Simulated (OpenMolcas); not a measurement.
**Excited-state calculation, with input and output: CH3Cl3Sn (part 2 of 2)**

CH3Cl3Sn, SMILES [CH3][Sn]([Cl])([Cl])[Cl]; CASSCF/def2-SVP (OpenMolcas 26.06). The geometry comes from this level: GFN2-xTB.

Geometry of the input (Å):
```
C  -0.9273  -0.2824  0.8956
Sn 0.6319  0.1911  -0.6092
Cl 2.5273  -1.1367  -0.3747
Cl -0.1191  -0.1144  -2.7901
Cl 1.3544  2.3989  -0.4715
H  -1.2117  -1.3174  0.7544
H  -0.4927  -0.1228  1.8743
H  -1.7628  0.3837  0.7212
```

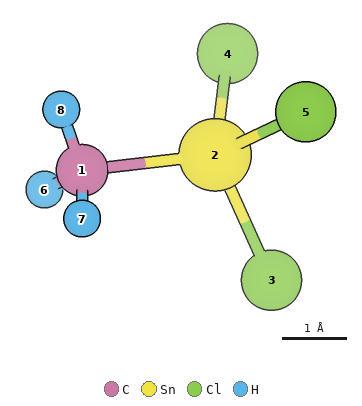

Fig. 1: The input geometry (ball-and-stick view, seen at a tilt; atoms are numbered from 1 in the order of the input). Sticks mark near contacts.

**What the program printed, continued**
```
          iter iter root      energy       change     param      element    value   shift minimum  type update hh:mm:ss
 Nr of preliminary CI iterations:   3
      Total energies have been shifted. Add                -1000.00 au
        1   1   18    0  -630.94506415    0.00E+00   2.34E-01*  34  50 1 -2.50E-02*  0.30   0.00    SX    NO    0:00:00
        2   4   17    0  -630.95505254   -9.99E-03*  1.46E-01*  20 108 1  6.31E-03*  0.31   0.00    SX    NO    0:00:00
        3   4   21    0  -630.95903525   -3.98E-03* -1.17E-01*  35  42 1  1.03E-02*  0.31   0.00    SX    NO    0:00:00
        4   5   33    0  -630.96334415   -4.31E-03*  9.63E-02   35  42 1  1.04E-02*  0.31   0.00    SX    NO    0:00:00
        5   4   12    0  -630.96860050   -5.26E-03*  2.46E-01*  35  42 1  6.49E-03*  0.30   2.50    QN   YES    0:00:00
        6   4   22    0  -630.97648575   -7.89E-03* -5.84E-02   35  42 1 -1.22E-02*  0.30   1.17    QN   YES    0:00:00
        7   3   60    0  -630.97407607    2.41E-03* -1.12E-01*  35  42 1 -1.59E-02*  0.30  -0.50    QN   YES    0:00:00
        8   6   13    0  -630.97844939   -4.37E-03* -1.32E-01*  35  42 1 -1.26E-02*  0.30   2.40    QN   YES    0:00:00
        9   5   18    0  -630.98248756   -4.04E-03*  1.01E-01*  35  42 1 -9.91E-03*  0.30   1.63    QN   YES    0:00:00
       10   5   34    0  -630.98524290   -2.76E-03*  1.60E-01*  35  45 1 -6.69E-03*  0.30   2.02    QN   YES    0:00:00
       11   5   12    0  -630.98872810   -3.49E-03*  1.81E-01*  29  63 1 -6.60E-03*  0.30   1.96    QN   YES    0:00:00
       12   5   18    0  -630.99204069   -3.31E-03* -1.30E-01*  32  65 1  6.22E-03*  0.30   1.76    QN   YES    0:00:00
       13   5   15    0  -630.99437289   -2.33E-03* -6.09E-02   35  42 1  6.21E-03*  0.30   1.80    QN   YES    0:00:00
       14   5   14    0  -630.99591214   -1.54E-03* -3.77E-02   35  42 1  5.88E-03*  0.30   1.77    LS   YES    0:00:00
       15   5   14    0  -630.99629057   -3.78E-04* -2.16E-02   35  42 1  5.73E-03*  0.30   1.31    QN   YES    0:00:00
       16   5   14    0  -630.99676033   -4.70E-04* -1.86E-02   35  42 1  3.14E-03*  0.30   1.97    LS   YES    0:00:00
       17   5   14    0  -630.99693581   -1.75E-04* -2.00E-02   29  63 1  1.88E-03*  0.30   1.27    QN   YES    0:00:00
       18   5   14    0  -630.99712088   -1.85E-04* -2.49E-02   34  53 1 -8.98E-04*  0.30   2.43    LS   YES    0:00:00
       19   5   14    0  -630.99721586   -9.50E-05* -1.89E-02   35  42 1 -1.97E-03*  0.30   1.12    QN   YES    0:00:00
       20   5   14    0  -630.99731987   -1.04E-04* -2.47E-02   35  42 1 -1.24E-03*  0.30   2.50    LS   YES    0:00:00
       21   5   14    0  -630.99739275   -7.29E-05*  2.62E-02   29  45 1 -8.50E-04*  0.30   1.46    QN   YES    0:00:00
       22   6   14    0  -630.99748437   -9.16E-05*  2.68E-02   29  45 1 -1.01E-03*  0.29   1.86    QN   YES    0:00:00
       23   5   13    0  -630.99755559   -7.12E-05*  1.20E-02   29  45 1 -6.21E-04*  0.29   1.44    QN   YES    0:00:00
       24   5   13    0  -630.99758370   -2.81E-05*  9.63E-03   35  46 1  4.12E-04*  0.29   1.66    QN   YES    0:00:00
       25   5   12    0  -630.99760038   -1.67E-05*  7.06E-03   35  60 1  2.93E-04*  0.29   1.59    QN   YES    0:00:00
       26   5   12    0  -630.99760977   -9.39E-06*  7.60E-03   29  45 1  2.59E-04*  0.29   1.82    QN   YES    0:00:00
       27   5   12    0  -630.99761789   -8.12E-06*  9.28E-03   37  40 1 -2.63E-04*  0.29   1.97    QN   YES    0:00:00
       28   5   12    0  -630.99762665   -8.76E-06* -1.27E-02   37  40 1 -2.95E-04*  0.29   2.12    QN   YES    0:00:00
       29   6   12    0  -630.99763744   -1.08E-05*  1.95E-02   35  60 1 -3.67E-04*  0.29   2.21    QN   YES    0:00:00
       30   6   12    0  -630.99765154   -1.41E-05*  3.14E-02   29  45 1 -4.35E-04*  0.30   2.41    QN   YES    0:00:00
       31   6   13    0  -630.99767222   -2.07E-05* -5.53E-02   29  45 1 -4.43E-04*  0.30   2.50    QN   YES    0:00:00
       32   6   13    0  -630.99770697   -3.47E-05* -9.82E-02   33  44 1  4.62E-04*  0.30   2.50    QN   YES    0:00:00
       33   7   14    0  -630.99776453   -5.76E-05* -1.16E-01*  35  60 1  8.10E-04*  0.30   1.71    QN   YES    0:00:00
       34   7   15    0  -630.99782585   -6.13E-05* -8.56E-02   35  60 1  1.37E-03*  0.30   1.25    QN   YES    0:00:00
       35   6   15    0  -630.99792274   -9.69E-05* -1.42E-01*  35  60 1  1.73E-03*  0.30   2.50    QN   YES    0:00:00
       36   6   15    0  -630.99814983   -2.27E-04*  1.34E-01*  35  60 1  2.02E-03*  0.30   2.14    QN   YES    0:00:00
       37   6   16    0  -630.99838988   -2.40E-04*  1.22E-01*  35  60 1  1.92E-03*  0.30   2.04    QN   YES    0:00:00
       38   6   16    0  -630.99860389   -2.14E-04*  7.97E-02   29  45 1  1.54E-03*  0.30   2.04    QN   YES    0:00:00
       39   5   16    0  -630.99879855   -1.95E-04*  1.32E-01*  33  44 1 -1.37E-03*  0.29   1.41    QN   YES    0:00:00
       40   6   16    0  -630.99890090   -1.02E-04*  1.66E-02   42  76 1 -1.42E-03*  0.29   1.01    QN   YES    0:00:00
       41   5   15    0  -630.99899517   -9.43E-05* -2.50E-02   35  60 1 -7.66E-04*  0.29   1.41    QN   YES    0:00:00
       42   5   14    0  -630.99904399   -4.88E-05* -1.07E-02   35  60 1 -6.22E-04*  0.29   1.44    QN   YES    0:00:00
       43   5   14    0  -630.99907177   -2.78E-05*  1.58E-02   33  44 1  3.55E-04*  0.29   1.36    QN   YES    0:00:00
       44   5   14    0  -630.99908508   -1.33E-05* -1.15E-02   35  45 1  2.69E-04*  0.29   1.75    QN   YES    0:00:00
       45   5   13    0  -630.99909429   -9.21E-06*  6.57E-03   35  60 1  2.62E-04*  0.29   1.59    QN   YES    0:00:00
       46   5   13    0  -630.99909913   -4.84E-06*  3.98E-03   35  42 1  1.94E-04*  0.29   1.66    QN   YES    0:00:00
       47   5   13    0  -630.99910207   -2.94E-06*  2.76E-03   35  42 1  1.18E-04*  0.29   1.60    QN   YES    0:00:00
       48   5   13    0  -630.99910385   -1.78E-06* -2.51E-03   37  38 1  9.79E-05   0.29   1.72    QN   YES    0:00:00
       49   5   13    0  -630.99910528   -1.43E-06* -3.40E-03   35  60 1 -1.13E-04*  0.29   1.86    QN   YES    0:00:00
       50   5   12    0  -630.99910672   -1.44E-06* -4.82E-03   35  42 1 -1.14E-04*  0.29   1.98    QN   YES    0:00:00
       51   5   13    0  -630.99910838   -1.66E-06* -6.61E-03   35  42 1 -1.20E-04*  0.29   2.00    QN   YES    0:00:00
       52   5   13    0  -630.99911033   -1.95E-06* -8.54E-03   35  45 1  1.25E-04*  0.29   1.98    QN   YES    0:00:00
       53   5   12    0  -630.99911256   -2.23E-06* -9.97E-03   35  60 1  1.29E-04*  0.29   1.94    QN   YES    0:00:00
       54   5   12    0  -630.99911492   -2.36E-06* -1.04E-02   35  60 1  1.32E-04*  0.29   1.90    QN   YES    0:00:00
       55   5   13    0  -630.99911723   -2.32E-06* -1.01E-02   39  54 1  1.04E-04*  0.29   1.87    QN   YES    0:00:00
       56   5   13    0  -630.99911944   -2.20E-06* -9.87E-03   35  45 1 -1.15E-04*  0.29   1.88    QN   YES    0:00:00
       57   5   13    0  -630.99912159   -2.15E-06*  1.00E-02   35  45 1 -1.03E-04*  0.29   1.90    QN   YES    0:00:00
       58   5   13    0  -630.99912374   -2.15E-06*  9.72E-03   33  43 1  1.28E-04*  0.29   1.86    QN   YES    0:00:00
       59   5   13    0  -630.99912574   -2.00E-06*  7.83E-03   33  43 1  1.19E-04*  0.29   1.77    QN   YES    0:00:00
       60   5   13    0  -630.99912730   -1.56E-06* -4.71E-03   35  42 1 -9.29E-05   0.29   1.67    QN   YES    0:00:00
       61   5   12    0  -630.99912829   -9.89E-07*  2.77E-03   35  45 1  7.53E-05   0.29   1.62    QN   YES    0:00:00
       62   5   11    0  -630.99912885   -5.59E-07*  1.95E-03   35  60 1  5.31E-05   0.29   1.64    QN   YES    0:00:00
       63   4   11    0  -630.99912918   -3.29E-07*  1.50E-03   33  43 1 -4.88E-05   0.29   1.63    QN   YES    0:00:00
       64   4   11    0  -630.99912938   -2.00E-07*  1.04E-03   35  45 1 -2.99E-05   0.29   1.60    QN   YES    0:00:00
       65   4   11    0  -630.99912949   -1.09E-07*  5.93E-04   35  45 1 -2.76E-05   0.29   1.53    QN   YES    0:00:00
       66   3   10    0  -630.99912954   -5.24E-08* -2.94E-04   35  60 1 -1.63E-05   0.29   1.50    QN   YES    0:00:00
       67   3    9    0  -630.99912956   -2.42E-08* -2.36E-04   33  43 1  1.23E-05   0.29   1.50    QN   YES    0:00:00
       68   3    9    0  -630.99912957   -1.20E-08*  2.26E-04   35  45 1  6.39E-06   0.29   1.50    QN   YES    0:00:00
       69   3    9    0  -630.99912958   -7.00E-09   2.55E-04   35  45 1  6.21E-06   0.29   1.61    QN   YES    0:00:00
      Convergence after 69 iterations
       70   3    9    0  -630.99912959   -5.32E-09   2.55E-04   33  43 1 -5.44E-06   0.29   1.61    QN   YES    0:00:00

      ************************************************************************************************************************
                                                      Wave function printout:
                       occupation of active orbitals, and spin coupling of open shells (u,d: Spin up or down)
      ************************************************************************************************************************

      Note: transformation to natural orbitals
      has been made, which may change the order of the CSFs.

      printout of CI-coefficients larger than  0.05 for root  1
      energy=   -1631.173305
      conf/sym  11111111     Coeff  Weight
             1  22220000  -0.97810 0.95668
             2  222ud000  -0.05988 0.00359
            11  2u220d00   0.05844 0.00342
            24  2220u00d   0.06536 0.00427
            27  22200002   0.06824 0.00466

      printout of CI-coefficients larger than  0.05 for root  2
      energy=   -1630.916800
      conf/sym  11111111     Coeff  Weight
             6  22u2d000   0.81223 0.65971
             7  22u20d00   0.18954 0.03593
            14  u222d000  -0.45367 0.20582
            15  u2220d00   0.20734 0.04299
            48  u22d2000   0.05515 0.00304
            98  ud222000   0.07485 0.00560
           171  22u0d002   0.05402 0.00292

      printout of CI-coefficients larger than  0.05 for root  3
      energy=   -1630.907283
      conf/sym  11111111     Coeff  Weight
             6  22u2d000   0.45098 0.20338
             7  22u20d00   0.20824 0.04336
            14  u222d000   0.81745 0.66822
            15  u2220d00  -0.15524 0.02410
            18  22202000  -0.05145 0.00265
            68  2ud22000   0.05925 0.00351
            78  u2d22000   0.05570 0.00310
            98  ud222000  -0.07151 0.00511
           142  u2u2dd00   0.05239 0.00274
           211  u220d002   0.05615 0.00315

      Natural orbitals and occupation numbers for root  1
      sym 1:   1.990684   1.978447   1.999208   1.963724   0.039309   0.009964   0.001365   0.017299

      Natural orbitals and occupation numbers for root  2
      sym 1:   1.893303   1.978526   1.093525   1.965450   0.936724   0.094008   0.006553   0.031911

      Natural orbitals and occupation numbers for root  3
      sym 1:   1.113380   1.978238   1.898113   1.961244   0.928651   0.086677   0.005536   0.028162

      ************************************************************************************************************************
      *                                                    Final results                                                     *
      ************************************************************************************************************************

++    Final optimization conditions:
      ------------------------------

      Average CI energy                           -1630.99912959
      RASSCF energy for state  3                  -1630.90728319
      Super-CI energy                                -0.00000000
      RASSCF energy change                            0.00000000
      Max change in MO coefficients              -3.921E-04
      Max non-diagonal density matrix element     2.554E-04
      Maximum BLB matrix element                 -5.435E-06
      (orbital pair  33,  43 in symmetry   1)
      Norm of electronic gradient            5.509E-02
--

      Final state energy(ies):
      ------------------------

::    RASSCF root number  1 Total energy:  -1631.17330511
::    RASSCF root number  2 Total energy:  -1630.91680046
::    RASSCF root number  3 Total energy:  -1630.90728319
      Von Neumann Entropy (Root   1) =  0.26465

      Mulliken population analysis for root number:  1
      -----------------------------------------------

++    Molecular charges:
      ------------------

      Mulliken charges per centre
      ---------------------------

                C1      SN2     CL3     CL4     CL5     H6      H7      H8
      Total    6.3355 20.7781 17.3770 17.3106 17.4402  0.9184  0.9177  0.9226

      N-E     -0.3355  1.2219 -0.3770 -0.3106 -0.4402  0.0816  0.0823  0.0774

      Total electronic charge=   82.000000

      Total            charge=   -0.000000
--

      Expectation values of various properties for root number:  1
      -----------------------------------------------------------

++    Molecular properties:
      ---------------------

      Charge (e):
                      =   -0.0000
      Dipole Moment (debye):
      Origin of the operator (angstrom)=    0.8035    0.2443   -0.7759
                   X= -2.9408E+00               Y= -1.3025E+00               Z=  2.0120E+00           Total=  3.7939E+00
      Quadrupole Moment (debye*angstrom):
      Origin of the operator (angstrom)=    0.8035    0.2443   -0.7759
                  XX= -7.1078E+01              XY=  9.2793E-01              XZ= -3.1903E+00              YY= -7.6123E+01
                  YZ= -1.1000E+00              ZZ= -6.9977E+01
      In traceless form (debye*angstrom)
                  XX=  1.9720E+00              XY=  1.3919E+00              XZ= -4.7855E+00              YY= -5.5957E+00
                  YZ= -1.6500E+00              ZZ=  3.6236E+00
--

      Von Neumann Entropy (Root   2) =  1.43339

      Mulliken population analysis for root number:  2
      -----------------------------------------------

++    Molecular charges:
      ------------------

      Mulliken charges per centre
      ---------------------------

                C1      SN2     CL3     CL4     CL5     H6      H7      H8
      Total    6.3797 21.2576 17.4343 17.1486 17.0074  0.9251  0.9220  0.9252

      N-E     -0.3797  0.7424 -0.4343 -0.1486 -0.0074  0.0749  0.0780  0.0748

      Total electronic charge=   82.000000

      Total            charge=   -0.000000
--

      Expectation values of various properties for root number:  2
      -----------------------------------------------------------

++    Molecular properties:
      ---------------------

      Charge (e):
                      =   -0.0000
      Dipole Moment (debye):
      Origin of the operator (angstrom)=    0.8035    0.2443   -0.7759
                   X= -2.4192E+00               Y=  2.2495E+00               Z=  4.7846E-01           Total=  3.3380E+00
      Quadrupole Moment (debye*angstrom):
      Origin of the operator (angstrom)=    0.8035    0.2443   -0.7759
                  XX= -7.2837E+01              XY=  4.2870E+00              XZ= -1.3990E+00              YY= -6.9324E+01
                  YZ=  9.1489E-01              ZZ= -6.8649E+01
      In traceless form (debye*angstrom)
                  XX= -3.8504E+00              XY=  6.4305E+00              XZ= -2.0985E+00              YY=  1.4192E+00
                  YZ=  1.3723E+00              ZZ=  2.4312E+00
--

      Von Neumann Entropy (Root   3) =  1.40560

      Mulliken population analysis for root number:  3
      -----------------------------------------------

++    Molecular charges:
      ------------------

      Mulliken charges per centre
      ---------------------------

                C1      SN2     CL3     CL4     CL5     H6      H7      H8
      Total    6.3688 21.2050 17.4322 17.0457 17.1785  0.9233  0.9218  0.9247

      N-E     -0.3688  0.7950 -0.4322 -0.0457 -0.1785  0.0767  0.0782  0.0753

      Total electronic charge=   82.000000

      Total            charge=   -0.000000
--

      Expectation values of various properties for root number:  3
      -----------------------------------------------------------

++    Molecular properties:
      ---------------------

      Charge (e):
                      =   -0.0000
      Dipole Moment (debye):
      Origin of the operator (angstrom)=    0.8035    0.2443   -0.7759
                   X= -3.3312E+00               Y=  5.8284E-01               Z= -2.9980E-01           Total=  3.3951E+00
      Quadrupole Moment (debye*angstrom):
      Origin of the operator (angstrom)=    0.8035    0.2443   -0.7759
                  XX= -7.2271E+01              XY=  3.5966E+00              XZ= -1.3625E+00              YY= -7.2515E+01
                  YZ=  1.6830E-01              ZZ= -6.6924E+01
      In traceless form (debye*angstrom)
                  XX= -2.5519E+00              XY=  5.3949E+00              XZ= -2.0437E+00              YY= -2.9175E+00
                  YZ=  2.5245E-01              ZZ=  5.4694E+00
--

      Average orbitals are written to the RASORB file
      Natural orbitals for root   1 are written to the RASORB.1 file
      Natural orbitals for root   2 are written to the RASORB.2 file
      Natural orbitals for root   3 are written to the RASORB.3 file
      Spin density orbitals for root   1 are written to the SPDORB.1 file
      Spin density orbitals for root   2 are written to the SPDORB.2 file
      Spin density orbitals for root   3 are written to the SPDORB.3 file

--- Stop Module: rasscf /rc=_RC_ALL_IS_WELL_ ---
           step2.SpdOrb.1 step2.SpdOrb.2 step2.SpdOrb.3 xmldump
--- Module rasscf spent 29 seconds ---

.##################.
.# Happy landing! #.
.##################.

    Timing: Wall=31.63 User=30.20 System=1.41
```

**Key numbers**

| quantity | value |
| --- | --- |
| outcome | converged |
| total energy | −1631.173305 hartree |
| CASSCF energy | −1631.173305 hartree |
| basis functions | 109 |
| wall time | 32 s |
| peak memory | 0.08 GiB |

**Notes**

The record of the run, not the program, notes: an active orbital turned away from the chosen space.
